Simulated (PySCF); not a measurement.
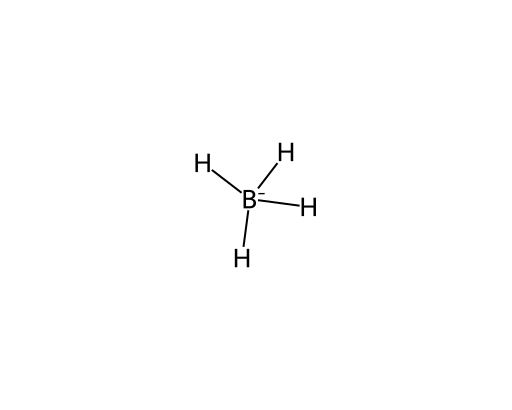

Simulated data, not a measurement (program: PySCF).

State: charge −1, singlet.

Q: Write the SMILES.

A: [BH4-]

Q: What is the molecular formula?

A: BH4, charge -1.

Q: An optimisation with PBE0-D3(BJ)/def2-SVP gave a structure of which point group?

A: Td.
